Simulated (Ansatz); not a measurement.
**One shape, several levels: [NH2]− (SMILES [NH2-])**

Aim: a comparison of 6 runs (BHLYP/6-31G*, PBE0/6-31G*, SVWN5/6-31G*, BCCD(T)/3-21G, CCSDT(Q)/6-31G*, UCCSD(T)/6-31G*) of [NH2]−. 

The results are computed with Ansatz 0.2.0.

2 further runs of the same task are left out: 2 that didn't finish.

### 1 Starting point

The species is [NH2]− (3 atoms), meant as a singlet with charge -1. As SMILES, `[NH2-]`. The H2–N1 distance was set to 1.541 Å, away from the relaxed value. At this shape a bond of the SMILES string is far longer than usual.

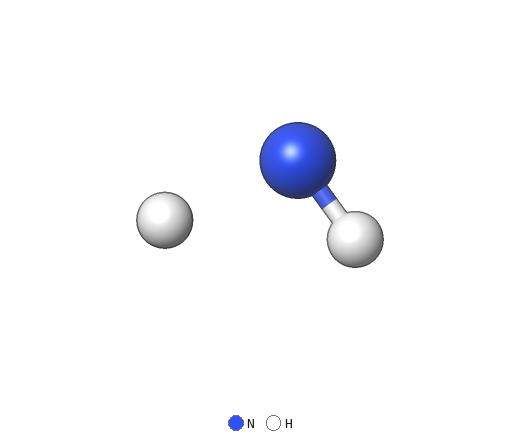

The structure, seen from a chosen angle (nitrogen blue, hydrogen white).

### 2 A single-point energy at BHLYP/6-31G(d) (spherical functions) (run 1)

File job.yaml:

```yaml
crystal:
  periodic: [false, false, false]
  atoms:
    - symbol: "N"
      position_ang: [0.450552, -0.705109, 0.175050]
    - symbol: H
      position_ang: [0.125500, 0.801200, 0.156000]
    - symbol: H
      position_ang: [-0.359348, -1.100309, -0.318350]
basis:
  gaussian: {orbitals: 6-31G_st_-spherical.json}
total_charge: -1
hamiltonian: {xc: {name: BHLYP}}
accuracy: high
```

The basis set 6-31G* is read from a file made from the Basis Set Exchange's data (not shown).

On the command line:

```console
$ ansatz run job.yaml --threads 1 --pin off --max-ram 2610MiB --events-out events.jsonl --progress --plain --runs-dir runs
```

Log:

```text
Warning: RAYON_NUM_THREADS=1 ignored (pool sized by the plan → 1); use --threads N
Functional definition: BHLYP
  name "BHLYP"
  parameter a = 0.5
  exchange = (1 - a)*b88_x + a*exact_x
  correlation = lyp_c
333 factors; integrals over basis functions are off by at most 2.8e-9 eV
mean field evaluation 1: about -1516.2803 eV, gradient 1.1e1 eV
mean field evaluation 2: about -1516.4088 eV, gradient 9.3e0 eV
mean field evaluation 4: about -1516.6080 eV, gradient 2.0e-1 eV
mean field evaluation 8: about -1516.6070 eV, gradient 7.2e-3 eV
mean field evaluation 16: about -1516.6070 eV, gradient 5.2e-7 eV
mean field -1516.60704393 eV, -55.7342808712 hartree, gradient 5.9e-8 eV, S^2 0.000000; 0 other end points of the search recorded, 0 dependent functions left out
reference -1516.60705886 eV, -55.7342814200 hartree; 5, 5 occupied and 13, 13 virtual orbitals, 333 factors
Total energy: -1516.60705886 eV, -55.7342814200 hartree
```

Wall time 0.69 s (1 thread of Arm Neoverse N1, shared host).

### 3 The energy at PBE0/6-31G(d) (spherical functions) (run 2)

File run.yaml:

```yaml
crystal:
  periodic: [false, false, false]
  atoms:
    - symbol: N
      position_ang: [0.450552, -0.705109, 0.175050]
    - symbol: H
      position_ang: [0.125500, 0.801200, 0.156000]
    - symbol: H
      position_ang: [-0.359348, -1.100309, -0.318350]
basis:
  gaussian: {orbitals: 6-31G_st_-spherical.json}
total_charge: -1
hamiltonian: {xc: pbe0}
accuracy: high
```

The basis set 6-31G* is read from a file made from the Basis Set Exchange's data (not shown).

On the command line:

```console
$ ansatz run run.yaml --threads 1 --pin off --max-ram 2610MiB --events-out events.jsonl --progress --plain --runs-dir runs
```

Log:

```text
Warning: RAYON_NUM_THREADS=1 ignored (pool sized by the plan → 1); use --threads N
Functional definition: PBE0
  name "PBE0"
  parameter a = 0.25
  parameter kappa = 0.804
  parameter beta = 0.06672455060314922
  exchange = (1 - a)*pbe_x(kappa = kappa, mu = beta*pi^2/3) + a*exact_x
  correlation = pbe_c(beta = beta)
333 factors; integrals over basis functions are off by at most 2.8e-9 eV
mean field evaluation 1: about -1515.4804 eV, gradient 1.3e1 eV
mean field evaluation 2: about -1514.9504 eV, gradient 1.9e1 eV
mean field evaluation 4: about -1515.8509 eV, gradient 1.5e-1 eV
mean field evaluation 8: about -1515.8484 eV, gradient 6.8e-3 eV
mean field evaluation 16: about -1515.8484 eV, gradient 5.6e-9 eV
mean field -1515.84837506 eV, -55.7064003044 hartree, gradient 5.5e-9 eV, S^2 0.000000; 0 other end points of the search recorded, 0 dependent functions left out
reference -1515.84837617 eV, -55.7064003454 hartree; 5, 5 occupied and 13, 13 virtual orbitals, 333 factors
Total energy: -1515.84837617 eV, -55.7064003454 hartree
```

Wall time 0.64 s (1 thread of Arm Neoverse N1, shared host).

Run 3 isn't shown in full; the table further down has it.

### 4 A single-point energy at BCCD(T)/3-21G (run 4)

File molecule.yaml:

```yaml
crystal:
  periodic: [false, false, false]
  atoms:
    - symbol: N
      position_ang: [0.450552, -0.705109, 0.175050]
    - symbol: H
      position_ang: [0.125500, 0.801200, 0.156000]
    - symbol: H
      position_ang: [-0.359348, -1.100309, -0.318350]
basis:
  gaussian: {orbitals: 3-21G.json}
correlation: {method: bccd_t, frozen_orbitals: {H: 0, "N": 1}}
scf: {omitted_lower_state_checks: [cluster_reference, increment]}
accuracy: high
total_charge: -1
```

The basis set 3-21G is read from a file made from the Basis Set Exchange's data (not shown).

On the command line:

```console
$ ansatz run molecule.yaml --threads 1 --pin off --max-ram 2610MiB --events-out events.jsonl --progress --plain --runs-dir runs
```

Log:

```text
Warning: RAYON_NUM_THREADS=1 ignored (pool sized by the plan → 1); use --threads N
[... 11 lines left out ...]
1 core orbitals not correlated: weight in the atoms' cores, before any rotation towards them, 1.000 or more for the frozen orbitals, at most 0.000 for the correlated occupied ones
[... 26 lines left out ...]
Total energy: -1502.43017626 eV, -55.2132905937 hartree
Checks for a lower state left out: cluster_reference, increment
```

Run time: 0.26 s. Hardware: 1 thread of Arm Neoverse N1, shared host.

Run 5 isn't shown in full; the table further down has it.

### 5 The energy at UCCSD(T)/6-31G(d) (spherical functions) (run 6)

File in.yaml:

```yaml
crystal:
  periodic: [false, false, false]
  atoms:
    - {symbol: N, position_ang: [0.450552, -0.705109, 0.175050]}
    - {symbol: H, position_ang: [0.125500, 0.801200, 0.156000]}
    - {symbol: H, position_ang: [-0.359348, -1.100309, -0.318350]}
basis:
  gaussian: {orbitals: 6-31G_st_-spherical.json}
total_charge: -1
magnetization: {spin_polarized: true}
correlation: {method: ccsd_t, frozen_orbitals: {H: 0, "N": 1}}
accuracy: high
scf: {omitted_lower_state_checks: [cluster_reference, increment]}
```

The basis set 6-31G* is read from a file made from the Basis Set Exchange's data (not shown).

On the command line:

```console
$ ansatz run in.yaml --threads 1 --pin off --max-ram 2610MiB --events-out events.jsonl --progress --plain --runs-dir runs
```

Log:

```text
Warning: RAYON_NUM_THREADS=1 ignored (pool sized by the plan → 1); use --threads N
[... 14 lines left out ...]
1 core orbitals not correlated: weight in the atoms' cores, before any rotation towards them, 1.000 or more for the frozen orbitals, at most 0.000 for the correlated occupied ones
[... 26 lines left out ...]
Total energy: -1513.07760462 eV, -55.6045763690 hartree
Checks for a lower state left out: cluster_reference, increment
```

Run time: 0.66 s. Hardware: 1 thread of Arm Neoverse N1, shared host.

### 6 The series

```
run                                  level  frozen core orbitals  energy (Eh)  wall time
  1     BHLYP/6-31G* (spherical functions)                     –   -55.734281     0.69 s
  2      PBE0/6-31G* (spherical functions)                     –   -55.706400     0.64 s
  3     SVWN5/6-31G* (spherical functions)                     –   -55.299831     0.42 s
  4                          BCCD(T)/3-21G                     1   -55.213291     0.26 s
  5  CCSDT(Q)/6-31G* (spherical functions)                     1   -55.606050        1 s
  6  UCCSD(T)/6-31G* (spherical functions)                     1   -55.604576     0.66 s
```

### 7 Outcome

```
                                         quantity         value
                              run 6: total energy  -55.60458 Eh
run 6: correlation energy (1 core orbital frozen)    -194.9 mEh
                            run 6: (T) correction     -4.92 mEh
         run 6: ⟨S²⟩ of the reference determinant         0.202
                             run 6: T1 diagnostic         0.064
```

Totals of different functionals can't be ranked against each other. In runs 4, 5 the log says that unrestricted orbitals would lower the reference, so the values rest on an unstable closed-shell determinant (other closed-shell runs at this shape may share the fault). Spin contamination of the reference: run 6 ⟨S²⟩ = 0.20. All runs together took 3.7 s, the longest 1 s.
